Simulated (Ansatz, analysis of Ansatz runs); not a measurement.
**A hop of Na in AlBO3 (R-3c), charge 0**

Wanted: path and barrier of a jump of Na in AlBO3 (R-3c) at charge 0. The case: Na_i hop between interstitial places, in a cell of 80 host atoms with 1 Na put in.

Method: plane-wave PAW DFT, PBEsol; nudged elastic band between two relaxed defect structures, in Ansatz 0.2.0.

### Step 1. Set-up

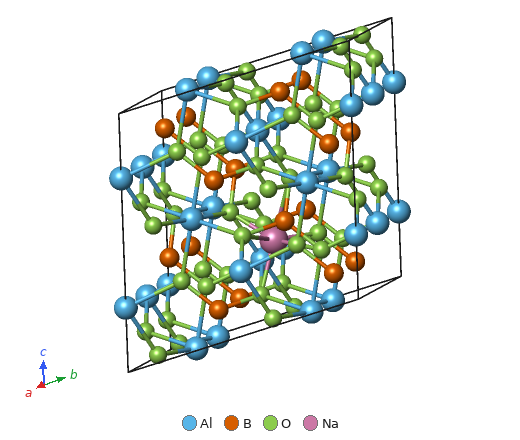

Start, viewed slightly off an axis; aluminium blue, boron orange, oxygen green, sodium pink. Some periodic images of atoms are drawn too.

The cell holds 81 atoms: 16 Al, 16 B, 48 O and 1 Na. Its edges and angles: a = 10.516 Å, b = 10.516 Å, c = 10.516 Å, α = 50.4°, β = 50.4°, γ = 50.4°. It derives from AlBO3 (space group R-3c). Nearest the centre at fractional (0.250, 0.250, 0.500): O10 at 1.34 Å, O17 at 1.34 Å, Na81 at 1.39 Å, B13 at 1.73 Å, B4 at 1.73 Å, O56 at 2.21 Å, O49 at 2.21 Å, Al31 at 2.24 Å.

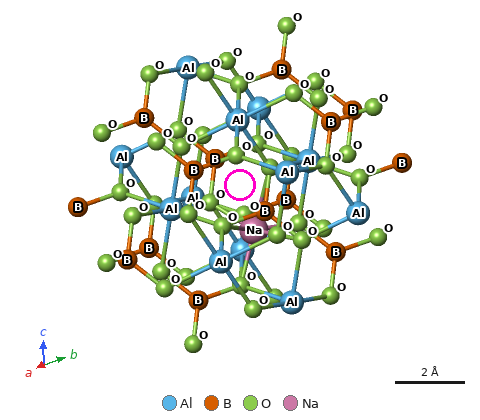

The atoms within 5 Å of the centre. A ring marks the middle of the ideal hop wherever no atom is near it.

The cell's shortest repeat is 9.0 Å.

### Step 2. Relaxation of the start point, charge 0

A barrier is counted from a minimum, so both ends are relaxed first. Small random displacements break the symmetry of the ideal sites, so that the defect can distort if it gains by it. The cell holds an odd number of electrons, so the run is spin-polarised with the moment held at 1 μB.

The input, q0_M1.start/input.yaml:

```yaml
crystal:
  lattice:
    - [4.47530425, 2.58381811, 9.15826506]
    - [-4.47530425, 2.58381811, 9.15826506]
    - [0.0, -5.16763623, 9.15826506]
  atoms:
    - { symbol: Al, position: [0.0, 0.0, 0.0] }
    - { symbol: Al, position: [0.25, 0.25, 0.25] }
    - { symbol: B, position: [0.125, 0.125, 0.125] }
    - { symbol: B, position: [0.375, 0.375, 0.375] }
    - { symbol: O, position: [0.125, 0.47063163, 0.27936837] }
    - { symbol: O, position: [0.47063163, 0.27936837, 0.125] }
    - { symbol: O, position: [0.22063163, 0.375, 0.02936837] }
    - { symbol: O, position: [0.375, 0.02936837, 0.22063163] }
    - { symbol: O, position: [0.02936837, 0.22063163, 0.375] }
    - { symbol: O, position: [0.27936837, 0.125, 0.47063163] }
    - { symbol: Al, position: [0.0, 0.0, 0.5] }
    - { symbol: Al, position: [0.25, 0.25, 0.75] }
    - { symbol: B, position: [0.125, 0.125, 0.625] }
    - { symbol: B, position: [0.375, 0.375, 0.875] }
    - { symbol: O, position: [0.125, 0.47063163, 0.77936837] }
    - { symbol: O, position: [0.47063163, 0.27936837, 0.625] }
    - { symbol: O, position: [0.22063163, 0.375, 0.52936837] }
    - { symbol: O, position: [0.375, 0.02936837, 0.72063163] }
    - { symbol: O, position: [0.02936837, 0.22063163, 0.875] }
    - { symbol: O, position: [0.27936837, 0.125, 0.97063163] }
    - { symbol: Al, position: [0.0, 0.5, 0.0] }
    - { symbol: Al, position: [0.25, 0.75, 0.25] }
    - { symbol: B, position: [0.125, 0.625, 0.125] }
    - { symbol: B, position: [0.375, 0.875, 0.375] }
    - { symbol: O, position: [0.125, 0.97063163, 0.27936837] }
    - { symbol: O, position: [0.47063163, 0.77936837, 0.125] }
    - { symbol: O, position: [0.22063163, 0.875, 0.02936837] }
    - { symbol: O, position: [0.375, 0.52936837, 0.22063163] }
    - { symbol: O, position: [0.02936837, 0.72063163, 0.375] }
    - { symbol: O, position: [0.27936837, 0.625, 0.47063163] }
    - { symbol: Al, position: [0.0, 0.5, 0.5] }
    - { symbol: Al, position: [0.25, 0.75, 0.75] }
    - { symbol: B, position: [0.125, 0.625, 0.625] }
    - { symbol: B, position: [0.375, 0.875, 0.875] }
    - { symbol: O, position: [0.125, 0.97063163, 0.77936837] }
    - { symbol: O, position: [0.47063163, 0.77936837, 0.625] }
    - { symbol: O, position: [0.22063163, 0.875, 0.52936837] }
    - { symbol: O, position: [0.375, 0.52936837, 0.72063163] }
    - { symbol: O, position: [0.02936837, 0.72063163, 0.875] }
    - { symbol: O, position: [0.27936837, 0.625, 0.97063163] }
    - { symbol: Al, position: [0.5, 0.0, 0.0] }
    - { symbol: Al, position: [0.75, 0.25, 0.25] }
    - { symbol: B, position: [0.625, 0.125, 0.125] }
    - { symbol: B, position: [0.875, 0.375, 0.375] }
    - { symbol: O, position: [0.625, 0.47063163, 0.27936837] }
    - { symbol: O, position: [0.97063163, 0.27936837, 0.125] }
    - { symbol: O, position: [0.72063163, 0.375, 0.02936837] }
    - { symbol: O, position: [0.875, 0.02936837, 0.22063163] }
    - { symbol: O, position: [0.52936837, 0.22063163, 0.375] }
    - { symbol: O, position: [0.77936837, 0.125, 0.47063163] }
    - { symbol: Al, position: [0.5, 0.0, 0.5] }
    - { symbol: Al, position: [0.75, 0.25, 0.75] }
    - { symbol: B, position: [0.625, 0.125, 0.625] }
    - { symbol: B, position: [0.875, 0.375, 0.875] }
    - { symbol: O, position: [0.625, 0.47063163, 0.77936837] }
    - { symbol: O, position: [0.97063163, 0.27936837, 0.625] }
    - { symbol: O, position: [0.72063163, 0.375, 0.52936837] }
    - { symbol: O, position: [0.875, 0.02936837, 0.72063163] }
    - { symbol: O, position: [0.52936837, 0.22063163, 0.875] }
    - { symbol: O, position: [0.77936837, 0.125, 0.97063163] }
    - { symbol: Al, position: [0.5, 0.5, 0.0] }
    - { symbol: Al, position: [0.75, 0.75, 0.25] }
    - { symbol: B, position: [0.625, 0.625, 0.125] }
    - { symbol: B, position: [0.875, 0.875, 0.375] }
    - { symbol: O, position: [0.625, 0.97063163, 0.27936837] }
    - { symbol: O, position: [0.97063163, 0.77936837, 0.125] }
    - { symbol: O, position: [0.72063163, 0.875, 0.02936837] }
    - { symbol: O, position: [0.875, 0.52936837, 0.22063163] }
    - { symbol: O, position: [0.52936837, 0.72063163, 0.375] }
    - { symbol: O, position: [0.77936837, 0.625, 0.47063163] }
    - { symbol: Al, position: [0.5, 0.5, 0.5] }
    - { symbol: Al, position: [0.75, 0.75, 0.75] }
    - { symbol: B, position: [0.625, 0.625, 0.625] }
    - { symbol: B, position: [0.875, 0.875, 0.875] }
    - { symbol: O, position: [0.625, 0.97063163, 0.77936837] }
    - { symbol: O, position: [0.97063163, 0.77936837, 0.625] }
    - { symbol: O, position: [0.72063163, 0.875, 0.52936837] }
    - { symbol: O, position: [0.875, 0.52936837, 0.72063163] }
    - { symbol: O, position: [0.52936837, 0.72063163, 0.875] }
    - { symbol: O, position: [0.77936837, 0.625, 0.97063163] }
    - { symbol: Na, position: [0.314393, 0.314393, 0.314393] }
basis:
  ecutwfc: 420
  xc_grid: 2
hamiltonian:
  xc: pbesol
kpoints:
  mp_grid: { grid: [1, 1, 1], shift: [0.25, 0.25, 0.25] }
magnetization:
  spin_polarized: true
  initial_magnetization: 1
  spin_locking: { lock_magnetization: hard }
scf:
  occupations: { method: fixed }
  max_iter: 120
output:
  forces: true
relax:
  f_tol: 0.02
  max_steps: 70
  random_displacement: { amplitude: 0.03, seed: 7911 }
```

On the command line:

```bash
> ansatz run input.yaml --threads 4 --pin off --max-ram 14131MiB --backend cpu --events-out ev --progress --plain --runs-dir out
```

Numbers of over 12 decimals in the logs are rounded to 6 here.

The log of the run:

```text
[... repeated set-up lines and file paths are left out, and long positions are rounded to six places ...]
The last accepted step is kept in <dir> (removed where the run ends without a failure and the disk answers)
Engine: ansatz 0.2.0, aarch64-unknown-linux-gnu
Pseudopotentials: kind: paw
Pseudopotential: Al, paw, valence charge 3, recommended cutoff 420 eV (normal), Al.paw.azcp
Pseudopotential: B, paw, valence charge 3, recommended cutoff 420 eV (normal), B.paw.azcp
Pseudopotential: O, paw, valence charge 6, recommended cutoff 420 eV (normal), O.paw.azcp
Pseudopotential: Na, paw, valence charge 9, recommended cutoff 420 eV (normal), Na.paw.azcp
Functional definition: PBEsol
  exchange = pbesol_x
  correlation = pbesol_c
Crystal: 81 atoms, lattice volume = 635.403 Å³
Basis set: ecut = 420 eV, 12439 PW (Γ), exchange–correlation on 144×144×144 points (8 copies of the dense FFT grid, shifted against one another)
Bands: 278, of which v1, the nominal top of the filled ones, is band 197 counted from 1 (196 counted from 0)
Symmetry: 1 space group operations
k-points: 1
Non-local potential: Al, projectors of the file, l = 0: 2, l = 1: 2, l = 2: 1
Non-local potential: B, projectors of the file, l = 0: 2, l = 1: 2, l = 2: 1
Non-local potential: O, projectors of the file, l = 0: 2, l = 1: 2, l = 2: 1
Non-local potential: Na, projectors of the file, l = 0: 3, l = 1: 2, l = 2: 1
PAW form: soft (Blöchl's): semilocal exchange-correlation on the pseudo side does not see the compensation charge
PAW frozen core: Al, regenerated for the run's functional, and the local potential with it (the file was generated under x = pbe(κ = 0.804, μ = 0.219515), c = pbe(β = 0.066725))
PAW frozen core: B, regenerated for the run's functional, and the local potential with it (the file was generated under x = pbe(κ = 0.804, μ = 0.219515), c = pbe(β = 0.066725))
PAW frozen core: O, regenerated for the run's functional, and the local potential with it (the file was generated under x = pbe(κ = 0.804, μ = 0.219515), c = pbe(β = 0.066725))
PAW frozen core: Na, regenerated for the run's functional, and the local potential with it (the file was generated under x = pbe(κ = 0.804, μ = 0.219515), c = pbe(β = 0.066725))
PAW one-centre angular grid: Al, 110 points (default); XC on 64 Gauss nodes
PAW one-centre angular grid: B, 110 points (default); XC on 64 Gauss nodes
PAW one-centre angular grid: O, 110 points (default); XC on 64 Gauss nodes
PAW one-centre angular grid: Na, 110 points (default); XC on 64 Gauss nodes
Initial density: superposition of atomic densities (chi_scale 0.1, normalization cell, long waves kept (reshape's long-wave potential 0.42 eV rms))
Starting moments: Σ|m| = 1 μB on 81 of 81 sites
Initial wavefunctions: pseudopotential atomic-orbital guess
Functional: x = pbesol(κ = 0.804, μ = 0.123457), c = pbesol(β = 0.046)
SCF iter   1: F=—  HF=-39349.614847 eV  |F-HF|=—  |Δ(HF+E_count)|=         —  Δρ=6.59e-2 (↑6.59e-2 ↓6.46e-2)  dr2=1.05e2  dr2_m=3.77e-1  M=1.000 μB ∫|m|=1.019 μB  β_m=0.30  ethr=3.10e-3  ⟨swp⟩=4.0  Hψ=1802  notcnv=0  defer=156
preconditioner: auto → Resta (q_TF=auto, 2.518 Å⁻¹)  ε∞=3.4  [insulator: Δε(μ)=1.691 eV  Ē_g=18.720 eV  n_scr=180 (ndim 8)  ℏωp=28.9 eV  f_vac=0.000  ε∞_Penn≈3.4]
spin=Collinear: Resta preconditioning applied to the charge; magnetization (m = ρ↑ − ρ↓) channel mixes plain (no charge-response kernel on spin).
SCF iter   2: F=—  HF=-39326.061214 eV  |F-HF|=—  |Δ(HF+E_count)|=    2.36e1  Δρ=3.59e-2 (↑3.59e-2 ↓3.50e-2)  dr2=3.33e1  dr2_m=1.55e-1  M=1.000 μB ∫|m|=1.013 μB  β_m=0.46  ethr=3.10e-3  ⟨swp⟩=3.0  Hψ=978  notcnv=0  defer=155
SCF iter   3: F=—  HF=-39317.438594 eV  |F-HF|=—  |Δ(HF+E_count)|=    8.62e0  Δρ=1.71e-2 (↑1.71e-2 ↓1.25e-2)  dr2=3.91e0  dr2_m=2.01e-1  M=1.000 μB ∫|m|=1.094 μB  β_m=0.57  ethr=3.10e-3  ⟨swp⟩=3.0  Hψ=1191  notcnv=0  defer=155
SCF iter   4: F=—  HF=-39316.775446 eV  |F-HF|=—  |Δ(HF+E_count)|=   6.63e-1  Δρ=6.74e-3 (↑6.74e-3 ↓6.20e-3)  dr2=6.23e-1  dr2_m=1.64e-2  M=1.000 μB ∫|m|=1.067 μB  β_m=0.71  ethr=9.94e-4  ⟨swp⟩=3.5  Hψ=696  notcnv=0  defer=158
SCF iter   5: F=—  HF=-39316.721944 eV  |F-HF|=—  |Δ(HF+E_count)|=   5.35e-2  Δρ=2.16e-3 (↑2.16e-3 ↓1.18e-3)  dr2=8.91e-2  dr2_m=4.32e-3  M=1.000 μB ∫|m|=1.107 μB  β_m=0.71  ethr=1.58e-4  ⟨swp⟩=3.0  Hψ=890  notcnv=0  defer=159
SCF iter   6: F=—  HF=-39316.716663 eV  |F-HF|=—  |Δ(HF+E_count)|=   5.28e-3  Δρ=6.29e-4 (↑6.29e-4 ↓4.14e-4)  dr2=6.55e-3  dr2_m=3.75e-4  M=1.000 μB ∫|m|=1.115 μB  β_m=0.75  ethr=2.27e-5  ⟨swp⟩=3.0  Hψ=707  notcnv=0  defer=159
SCF iter   7: F=—  HF=-39316.717014 eV  |F-HF|=—  |Δ(HF+E_count)|=   3.51e-4  Δρ=2.43e-4 (↑2.43e-4 ↓1.37e-4)  dr2=1.15e-3  dr2_m=6.07e-5  M=1.000 μB ∫|m|=1.123 μB  β_m=0.80  ethr=1.67e-6  ⟨swp⟩=2.0  Hψ=813  notcnv=0  defer=159
SCF iter   8: F=—  HF=-39316.716993 eV  |F-HF|=—  |Δ(HF+E_count)|=   2.12e-5  Δρ=7.20e-5 (↑7.20e-5 ↓7.01e-5)  dr2=9.39e-5  dr2_m=2.65e-6  M=1.000 μB ∫|m|=1.126 μB  β_m=0.75  ethr=2.91e-7  ⟨swp⟩=2.0  Hψ=699  notcnv=0  defer=159
SCF iter   9: F=—  HF=-39316.716987 eV  |F-HF|=—  |Δ(HF+E_count)|=   5.94e-6  Δρ=3.63e-5 (↑3.63e-5 ↓1.53e-5)  dr2=2.17e-5  dr2_m=1.75e-6  M=1.000 μB ∫|m|=1.127 μB  β_m=0.78  ethr=2.39e-8  ⟨swp⟩=2.0  Hψ=801  notcnv=0  defer=159
SCF iter  10: F=—  HF=-39316.716985 eV  |F-HF|=—  |Δ(HF+E_count)|=   1.23e-6  Δρ=7.33e-6 (↑7.33e-6 ↓6.97e-6)  dr2=9.40e-7  dr2_m=4.49e-8  M=1.000 μB ∫|m|=1.127 μB  β_m=0.80  ethr=2.54e-9  ⟨swp⟩=3.5  Hψ=1349  notcnv=0
SCF iter  11: F=-39316.716985 eV  HF=-39316.716985 eV  |F-HF|=1.04e-7  |Δ(HF+E_count)|=   2.78e-8  Δρ=2.90e-6 (↑2.90e-6 ↓2.34e-6)  dr2=1.53e-7  dr2_m=7.45e-9  M=1.000 μB ∫|m|=1.127 μB  ethr=2.39e-10  ⟨swp⟩=2.0  Hψ=957  notcnv=0
SCF 1 converged in 11 iterations: F = -39316.716985 eV  dr2 = 1.53e-7
  greatest PAW one-centre occupation: 1.050 electrons in one spin orbital (limit 2), on the Na atom at site 80 (counted from 0), in its partial waves of l = 1
relax step   1: F+E_penalty+E_count = -39316.71698534 eV  Δ(F+E_penalty+E_count) = +0.000e0 eV  max|allowed force component| = 9.492e0 eV/Å  Δτ_max = 0.0000 Å  (11 SCF iters, dr2 threshold 1.00e-5 eV, accepted)
[... the SCF cycles and remarks between the steps are left out from here to the last step ...]
relax step   2: F+E_penalty+E_count = -39320.43551934 eV  Δ(F+E_penalty+E_count) = -3.719e0 eV  max|allowed force component| = 6.940e0 eV/Å  Δτ_max = 0.1460 Å  (7 SCF iters, dr2 threshold 1.00e-4 eV, accepted)
relax step   3: F+E_penalty+E_count = -39323.17962878 eV  Δ(F+E_penalty+E_count) = -2.744e0 eV  max|allowed force component| = 3.908e0 eV/Å  Δτ_max = 0.1949 Å  (8 SCF iters, dr2 threshold 1.00e-4 eV, accepted)
relax step   4: F+E_penalty+E_count = -39324.17268522 eV  Δ(F+E_penalty+E_count) = -9.931e-1 eV  max|allowed force component| = 8.010e-1 eV/Å  Δτ_max = 0.1906 Å  (7 SCF iters, dr2 threshold 1.00e-4 eV, accepted)
relax step   5: F+E_penalty+E_count = -39324.33589356 eV  Δ(F+E_penalty+E_count) = -1.632e-1 eV  max|allowed force component| = 3.538e-1 eV/Å  Δτ_max = 0.0904 Å  (6 SCF iters, dr2 threshold 4.01e-5 eV, accepted)
relax step   6: F+E_penalty+E_count = -39324.36150273 eV  Δ(F+E_penalty+E_count) = -2.561e-2 eV  max|allowed force component| = 1.545e-1 eV/Å  Δτ_max = 0.0397 Å  (6 SCF iters, dr2 threshold 7.82e-6 eV, accepted)
relax step   7: F+E_penalty+E_count = -39324.36607690 eV  Δ(F+E_penalty+E_count) = -4.574e-3 eV  max|allowed force component| = 8.837e-2 eV/Å  Δτ_max = 0.0155 Å  (5 SCF iters, dr2 threshold 4.55e-6 eV, accepted)
relax step   8: F+E_penalty+E_count = -39324.36765982 eV  Δ(F+E_penalty+E_count) = -1.583e-3 eV  max|allowed force component| = 3.204e-2 eV/Å  Δτ_max = 0.0047 Å  (5 SCF iters, dr2 threshold 1.49e-6 eV, accepted)
SCF iter   1: F=—  HF=-39324.368219 eV  |F-HF|=—  |Δ(HF+E_count)|=         —  Δρ=7.92e-5 (↑7.92e-5 ↓7.72e-5)  dr2=1.08e-4  dr2_m=2.16e-6  M=1.000 μB ∫|m|=1.066 μB  β_m=0.30  ethr=3.53e-7  ⟨swp⟩=2.0  Hψ=983  notcnv=0  defer=159
SCF iter   2: F=—  HF=-39324.368201 eV  |F-HF|=—  |Δ(HF+E_count)|=   1.83e-5  Δρ=5.56e-5 (↑5.56e-5 ↓5.40e-5)  dr2=5.00e-5  dr2_m=1.16e-6  M=1.000 μB ∫|m|=1.066 μB  β_m=0.62  ethr=2.75e-8  ⟨swp⟩=1.5  Hψ=573  notcnv=0  defer=146
SCF iter   3: F=—  HF=-39324.367765 eV  |F-HF|=—  |Δ(HF+E_count)|=   4.36e-4  Δρ=8.43e-6 (↑8.43e-6 ↓8.42e-6)  dr2=1.01e-6  dr2_m=1.20e-8  M=1.000 μB ∫|m|=1.066 μB  β_m=0.63  ethr=1.27e-8  ⟨swp⟩=2.0  Hψ=701  notcnv=0  defer=146
SCF iter   4: F=—  HF=-39324.367765 eV  |F-HF|=—  |Δ(HF+E_count)|=   9.12e-8  Δρ=3.04e-6 (↑3.04e-6 ↓3.02e-6)  dr2=2.08e-7  dr2_m=1.80e-9  M=1.000 μB ∫|m|=1.066 μB  β_m=0.77  ethr=2.54e-11  ⟨swp⟩=4.0  Hψ=1456  notcnv=0
SCF iter   5: F=-39324.367765 eV  HF=-39324.367765 eV  |F-HF|=1.05e-8  |Δ(HF+E_count)|=   1.37e-8  Δρ=9.34e-7 (↑9.34e-7 ↓8.93e-7)  dr2=1.99e-8  dr2_m=1.84e-10  M=1.000 μB ∫|m|=1.066 μB  ethr=2.54e-11  ⟨swp⟩=3.5  Hψ=1233  notcnv=0
SCF 9 converged in 5 iterations: F = -39324.367765 eV  dr2 = 1.99e-8
relax step   9: F+E_penalty+E_count = -39324.36776468 eV  Δ(F+E_penalty+E_count) = -1.049e-4 eV  max|allowed force component| = 4.157e-3 eV/Å  Δτ_max = 0.0014 Å  (5 SCF iters, accepted)
SCF converged after 5 iterations
Magnetization: 1.0000 μB (197.0000 up, 196.0000 down)
Absolute magnetization: 1.0690 μB (∫|ρ↑−ρ↓|, with the PAW one-centre terms)
Spin contamination: 0.0026 ħ² per cell (⟨S²⟩ above its minimum at these occupations)
Per-site moments (μB) at R_I (Å): [(0.000813213, 0.791874), (0.000523534, 0.756877), (0.000529919, 0.569514), [... 78 left out ...]
Free energy (F): -39324.367765 eV
Harris-Foulkes:  -39324.367765 eV  (|F-HF|=1.05e-8)
Internal energy: -39324.367765 eV  (E = F + TS)
E sigma→0 (E₀):  -39324.367765 eV
Fermi energy:    12.315019 (↑ 12.315019, ↓ 7.407536) eV
--- Per-component energies (eV) ---
  E_band       = -97.877044
  E_kinetic    = 9883.640983
  E_local      = -17691.842153  (includes V_loc(G=0)·N_el)
  E_nonlocal   = 2781.444014
  E_hartree    = 6248.040729
  E_xc         = -4716.213582
  E_vxc        = -5667.332069  (∫ρ·V_xc dr)
  E_paw        = -16089.503035  (= ΣΔE_a)
  E_vpaw       = -1899.992849  (= ΣTr[D̂ρ^β])
  E_aug_tail   = 0.122658  (compensation charges beyond the density's cutoff)
  E_ewald      = -19742.347491
  E_core_change = 2.290113  (= ΣΔE_core)
  E_smearing   = -0.000000  (= −TS)
  E_closure    = -0.000000  (closes the sum)
  Σ components = -39324.367765   (vs F -39324.367765, Δ=0.00e0)
--- Forces (eV/Å), atoms counted from 1 ---
  atom   1  Al     0.00065194     0.00025758    -0.00090289
  atom   2  Al     0.00047777     0.00070967    -0.00161240
  [... 1 atom left out ...]
  atom   4  B     -0.00022666    -0.00017212     0.00124673
  atom   5  O      0.00353019    -0.00225182     0.00376616
  [... 4 atoms left out ...]
  atom  10  O      0.00144426     0.00410560     0.00415814
  [... 2 atoms left out ...]
  atom  13  B      0.00016608    -0.00105315     0.00140790
  [... 3 atoms left out ...]
  atom  17  O     -0.00003052    -0.00012720     0.00068186
  [... 13 atoms left out ...]
  atom  31  Al     0.00135517     0.00014468     0.00220062
  [... 17 atoms left out ...]
  atom  49  O      0.00098976    -0.00034350    -0.00042443
  [... 1 atom left out ...]
  atom  51  Al    -0.00157945     0.00079094     0.00222140
  [... 4 atoms left out ...]
  atom  56  O     -0.00208631    -0.00023330     0.00019990
  [... 24 atoms left out ...]
  atom  81  Na    -0.00129150     0.00067816    -0.00012379
  max |Σ_I F_I| component: 5.47e-5 eV/Å
--- Relaxed structure (9 steps of the walk, 9 accepted, 0 SCFs on fresh bases) ---
  F+E_penalty+E_count = -39324.36776468 eV   max|allowed force component| = 4.157e-3 eV/Å
  atoms:
    - { symbol: Al, position: [-0.000189, -0.000534, 7.226160852720002e-5] }
    - { symbol: Al, position: [0.240084, 0.239755, 0.240374] }
    [... 1 atom left out ...]
    - { symbol: B, position: [0.397423, 0.397090, 0.397690] }
    - { symbol: O, position: [0.109533, 0.471747, 0.276614] }
    [... 4 atoms left out ...]
    - { symbol: O, position: [0.276332, 0.109173, 0.472355] }
    [... 2 atoms left out ...]
    - { symbol: B, position: [0.122599, 0.119516, 0.626357] }
    [... 3 atoms left out ...]
    - { symbol: O, position: [0.220204, 0.384060, 0.535446] }
    [... 13 atoms left out ...]
    - { symbol: Al, position: [-0.006254, 0.503133, 0.506212] }
    [... 17 atoms left out ...]
    - { symbol: O, position: [0.535185, 0.219867, 0.384682] }
    [... 1 atom left out ...]
    - { symbol: Al, position: [0.505966, -0.006621, 0.503749] }
    [... 4 atoms left out ...]
    - { symbol: O, position: [0.972283, 0.277966, 0.624003] }
    [... 24 atoms left out ...]
    - { symbol: Na, position: [0.326039, 0.325631, 0.326286] }
```

It took 2.2 min on 4 threads of Arm Neoverse V1, shared host; peak memory 1.9 GiB; 8.7 min of CPU time.

[end of part 1 of 4]

[Logs are printed without paths, hosts, clocks, repeated set-up lines and the standing remarks that a program may print on its own settings, such as how far it seeks lower states.]

[Hosts, paths, dates, database ids (printed as entryN), source tags and the programs' standing remarks are cut or masked in the printed files.]
